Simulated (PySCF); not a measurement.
Dissociation curve of CN, doublet.

Computed with: UKS-BHandHLYP = unrestricted BHandHLYP/cc-pVTZ (PySCF); ROHF/cc-pVTZ (PySCF); UCCSD(T) = CCSD(T) on UHF/cc-pVTZ, 2 core orbitals frozen run with PySCF; UKS-LDA (SVWN5) = PySCF with unrestricted LDA (SVWN5)/cc-pVTZ.

Energies are in eV, each relative to the lowest point of its own curve near equilibrium.

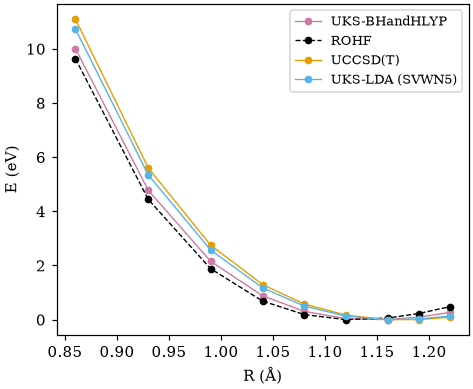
*Energy against bond length for each method.*

| R / Å | UKS-BHandHLYP | ROHF | UCCSD(T) | UKS-LDA (SVWN5) |
|---|---|---|---|---|
| 0.86 | 10.008 | 9.638 | 11.099 | 10.733 |
| 0.93 | 4.778 | 4.441 | 5.602 | 5.346 |
| 0.99 | 2.151 | 1.879 | 2.749 | 2.571 |
| 1.04 | 0.880 | 0.685 | 1.292 | 1.174 |
| 1.08 | 0.308 | 0.186 | 0.576 | 0.501 |
| 1.12 | 0.037 | 0.000 | 0.167 | 0.132 |
| 1.16 | 0.000 | 0.057 | 0.000 | 0.000 |
| 1.19 | 0.092 | 0.226 | 0.001 | 0.024 |
| 1.22 | 0.265 | 0.479 | 0.088 | 0.132 |

At the longest distance, 1.22 Å, ROHF lies highest above its minimum (0.479 eV) and UCCSD(T) lowest (0.088 eV).

The scan ran from 0.86 to 4.65 Å; beyond the distances shown one of the unrestricted levels run for this scan, shown here or not, changes its spin distribution in one step. The unrestricted determinant behind UCCSD(T) is spin-contaminated at 1.08 to 1.22 Å (<S²> up to 1.4, against 0.75 for a pure doublet).
